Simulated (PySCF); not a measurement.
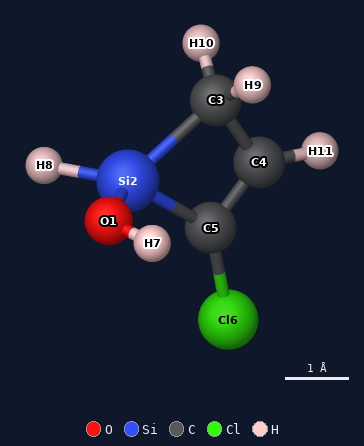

Fig. 1: The input geometry (ball-and-stick view, seen at a tilt; atoms are numbered from 1 in the order of the input).

## Run report: C3H5ClOSi, geometry relaxation

The run: geometry relaxation of C3H5ClOSi. Method and program: PBE0-D3(BJ)/def2-SVP geometry optimisation, gas phase (PySCF 2.14.0).

**Log**
```
step   0  E = -941.38237913  max force = 0.042371
step   1  E = -941.38708538  max force = 0.011142
step   2  E = -941.38881984  max force = 0.003720
step   3  E = -941.38906280  max force = 0.001551
step   4  E = -941.38909558  max force = 0.000924
step   5  E = -941.38911108  max force = 0.000510
step   6  E = -941.38911671  max force = 0.000312
optimisation converged
```

**Trajectory as extended XYZ (Å, eV, eV/Å), 7 frames, from step=0 to step=6**
```
11
Properties=species:S:1:pos:R:3:forces:R:3 step=0 energy=-25616.31931
O     2.3510    0.0167   -0.0306    0.4465   0.0219   0.0500
Si    0.8476   -0.1408   -0.6760   -1.1658   0.2746   0.9446
C    -0.5519   -1.0486    0.3086    1.3021  -0.3000   1.0476
C    -1.2667    0.2528    0.3770   -2.0200  -1.0836   0.9991
C    -0.5187    1.1166   -0.2661    1.5106   2.1788  -1.3188
Cl   -0.8517    2.8004   -0.5310    0.0518  -0.2271   0.0464
H     2.4843    0.3396    0.8608   -0.0847   0.0546   0.1784
H     1.1712   -0.4956   -2.0462   -0.1080  -0.1780  -0.6643
H    -0.2722   -1.4242    1.3227    0.0191   0.0137  -0.4057
H    -1.0845   -1.8335   -0.1880   -0.6110  -0.8581  -0.5541
H    -2.2703    0.3908    0.8532    0.6594   0.1032  -0.3234
11
Properties=species:S:1:pos:R:3:forces:R:3 step=1 energy=-25616.44737
O     2.3329    0.0881    0.5973    0.0092   0.0779   0.1957
Si    0.9805   -0.1384   -0.3276   -0.4545   0.0656  -0.5713
C    -0.5648   -1.0456    0.3186   -0.2724  -0.1268   0.0857
C    -1.3038    0.2388    0.0143   -0.1609   0.1301  -0.5041
C    -0.4100    1.1193   -0.4889    0.3013  -0.1878   0.5729
Cl   -0.7080    2.6971   -1.0658   -0.0297   0.1710  -0.0612
H     2.2243    0.4531    1.4848   -0.0041  -0.0776  -0.2017
H     1.4435   -0.5890   -1.6675    0.2395  -0.0833   0.1158
H    -0.5931   -1.3437    1.3756    0.0568   0.0097   0.1661
H    -0.9670   -1.8967   -0.2683    0.2600   0.0788   0.0592
H    -2.3946    0.3839    0.0361    0.0547  -0.0575   0.1428
11
Properties=species:S:1:pos:R:3:forces:R:3 step=2 energy=-25616.49457
O     2.3173    0.0840    0.5712    0.1011   0.0151   0.0579
Si    0.9634   -0.1424   -0.3514   -0.1763   0.0178  -0.1842
C    -0.5717   -1.0415    0.3276   -0.1503  -0.0858  -0.0564
C    -1.3174    0.2317   -0.0223    0.0160   0.0770  -0.0961
C    -0.4066    1.1287   -0.4636    0.0571  -0.0920   0.1913
Cl   -0.6893    2.7292   -1.0021   -0.0125   0.0396  -0.0243
H     2.2050    0.4530    1.4523   -0.0122   0.0014  -0.0133
H     1.4694   -0.6195   -1.6661    0.0583  -0.0233   0.0550
H    -0.5909   -1.3112    1.3975    0.0338   0.0965  -0.0162
H    -0.9325   -1.9166   -0.2408    0.0722  -0.0281   0.0265
H    -2.4069    0.3715    0.0063    0.0128  -0.0183   0.0599
11
Properties=species:S:1:pos:R:3:forces:R:3 step=3 energy=-25616.50118
O     2.3126    0.0824    0.5614    0.0459  -0.0076   0.0069
Si    0.9569   -0.1459   -0.3639   -0.0163  -0.0125  -0.0053
C    -0.5778   -1.0420    0.3204   -0.0537  -0.0640  -0.0798
C    -1.3231    0.2311   -0.0319    0.0532   0.0003   0.0169
C    -0.4048    1.1294   -0.4528   -0.0395   0.0220   0.0001
Cl   -0.6814    2.7388   -0.9756    0.0023   0.0100   0.0037
H     2.1953    0.4560    1.4393   -0.0105   0.0146   0.0141
H     1.4827   -0.6360   -1.6641    0.0043   0.0014  -0.0003
H    -0.5867   -1.2891    1.3945    0.0228   0.0423   0.0166
H    -0.9230   -1.9313   -0.2338   -0.0075  -0.0108   0.0189
H    -2.4109    0.3734    0.0151   -0.0010   0.0043   0.0082
11
Properties=species:S:1:pos:R:3:forces:R:3 step=4 energy=-25616.50208
O     2.3108    0.0802    0.5585    0.0091  -0.0103   0.0046
Si    0.9550   -0.1489   -0.3692    0.0205  -0.0016   0.0131
C    -0.5805   -1.0453    0.3156    0.0125  -0.0101  -0.0475
C    -1.3210    0.2313   -0.0323   -0.0211   0.0031   0.0257
C    -0.4043    1.1309   -0.4526   -0.0003  -0.0044  -0.0224
Cl   -0.6789    2.7443   -0.9662    0.0033  -0.0206   0.0186
H     2.1895    0.4577    1.4345   -0.0049   0.0091   0.0027
H     1.4862   -0.6400   -1.6666   -0.0054   0.0050  -0.0091
H    -0.5815   -1.2822    1.3923    0.0143   0.0185   0.0057
H    -0.9278   -1.9383   -0.2308   -0.0189   0.0063   0.0131
H    -2.4078    0.3772    0.0254   -0.0092   0.0050  -0.0047
11
Properties=species:S:1:pos:R:3:forces:R:3 step=5 energy=-25616.50250
O     2.3105    0.0763    0.5554   -0.0212  -0.0100   0.0027
Si    0.9553   -0.1525   -0.3751    0.0201  -0.0011   0.0105
C    -0.5819   -1.0465    0.3108    0.0152  -0.0005   0.0029
C    -1.3222    0.2321   -0.0305    0.0026  -0.0121   0.0165
C    -0.4033    1.1283   -0.4527   -0.0099   0.0159  -0.0262
Cl   -0.6745    2.7454   -0.9546    0.0043   0.0052   0.0083
H     2.1850    0.4585    1.4292    0.0016   0.0026  -0.0077
H     1.4885   -0.6416   -1.6726   -0.0082   0.0059  -0.0052
H    -0.5730   -1.2747    1.3896    0.0048  -0.0094  -0.0009
H    -0.9363   -1.9413   -0.2275   -0.0150   0.0026   0.0088
H    -2.4081    0.3828    0.0365    0.0057   0.0007  -0.0097
11
Properties=species:S:1:pos:R:3:forces:R:3 step=6 energy=-25616.50265
O     2.3097    0.0721    0.5527   -0.0160  -0.0076   0.0036
Si    0.9547   -0.1544   -0.3784    0.0084   0.0043  -0.0031
C    -0.5820   -1.0472    0.3101    0.0125   0.0106   0.0069
C    -1.3208    0.2330   -0.0281   -0.0059  -0.0004   0.0058
C    -0.4026    1.1285   -0.4534    0.0048  -0.0014  -0.0037
Cl   -0.6715    2.7480   -0.9483    0.0011   0.0016   0.0031
H     2.1835    0.4573    1.4251    0.0040   0.0007  -0.0079
H     1.4856   -0.6408   -1.6778   -0.0039   0.0019  -0.0023
H    -0.5676   -1.2739    1.3893    0.0001  -0.0089  -0.0011
H    -0.9430   -1.9415   -0.2243   -0.0054   0.0001   0.0028
H    -2.4061    0.3857    0.0416    0.0004  -0.0009  -0.0040
```

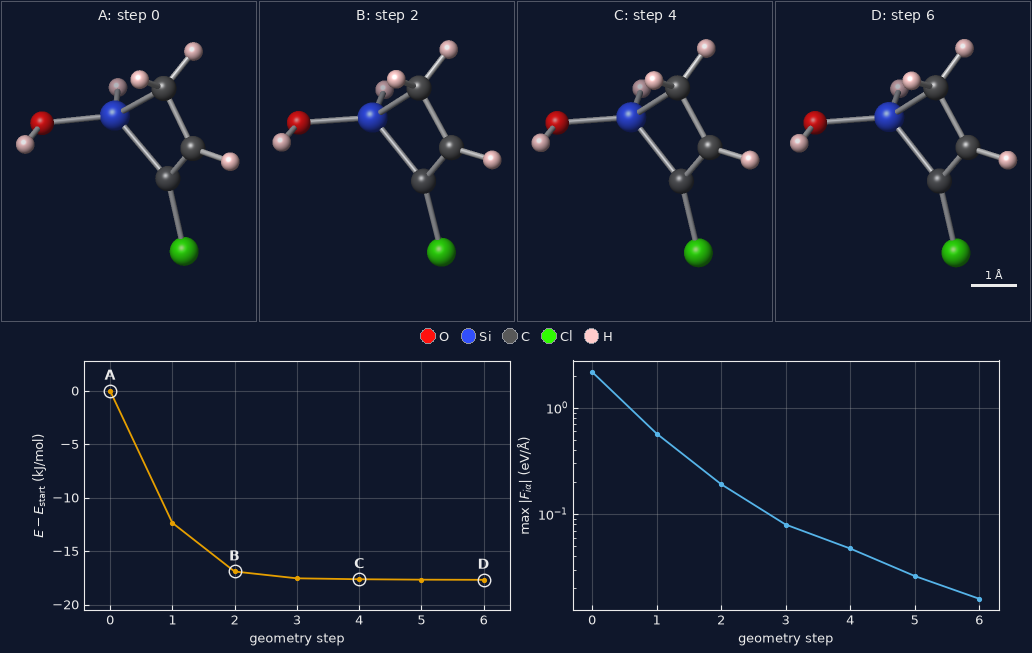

Fig. 2: Frames of the relaxation (ball-and-stick view, seen at a tilt) above the curves, on which the letters mark them (steps are counted from 0).

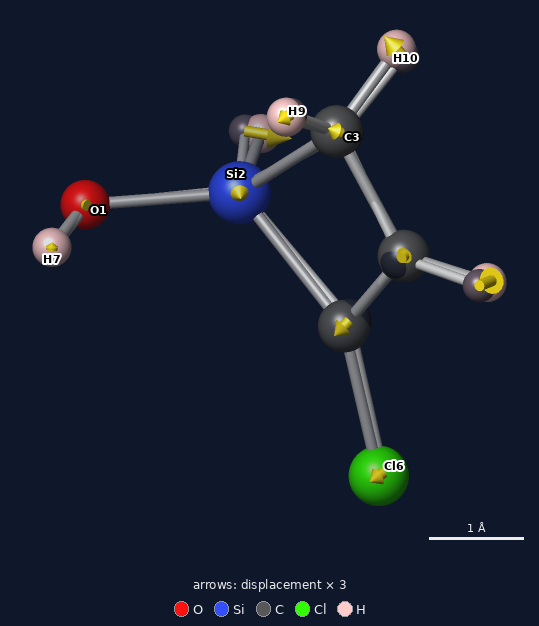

Fig. 3: Start (faint) and end (solid) with the displacements as yellow arrows, magnified 3 times (ball-and-stick view, seen at a tilt). The two geometries are laid on each other by the best rigid fit. Over 6 geometry steps the energy falls by 17.7 kJ/mol. Largest force component: 2.2 eV/Å at the start, 0.016 eV/Å at the end. The largest moves after the best rigid fit, 0.17 Å, are those of H8 and H11. By element the largest moves are H 0.17 Å, C 0.08 Å, Cl 0.06 Å, Si 0.06 Å, O 0.03 Å. Among the contacts that change: C4–C5 1.311 → 1.351 Å, Si2–H8 1.452 → 1.486 Å, Si2–C5 1.902 → 1.869 Å, C3–H10 1.071 → 1.103 Å. Among the angles that change: C3–Si2–H8 121.7° → 116.8°, Si2–O1–H7 121.7° → 117.1°, C3–Si2–C5 71.4° → 75.6°. (Atoms are counted from 1 in the order of the input.)

This output came from the following input.

**Input file**
```
{"job": {"xc": "PBE0", "basis": "def2-SVP", "d3": "d3bj", "grid": 1, "shake": 0.01, "kind": "geom"}, "charge": 0, "multiplicity": 1}
O      2.350980     0.016650    -0.030560
Si     0.847620    -0.140830    -0.675960
C     -0.551910    -1.048560     0.308610
C     -1.266730     0.252790     0.377000
C     -0.518710     1.116650    -0.266130
Cl    -0.851690     2.800380    -0.531030
H      2.484270     0.339600     0.860790
H      1.171250    -0.495650    -2.046190
H     -0.272180    -1.424180     1.322660
H     -1.084460    -1.833520    -0.188010
H     -2.270330     0.390840     0.853170
```

The first line tells a small driver script what to run in PySCF; the rest is the geometry in Å.

Command:
```bash
OMP_NUM_THREADS=1 python <driver script> task.json out
```

**Key numbers**

- outcome: converged
- total energy: −941.389117 hartree
- dipole moment: 2.04 D
- point group: C1
- hardware: 1 CPU thread, shared host
- wall time: 40 s
- peak memory: 0.52 GiB
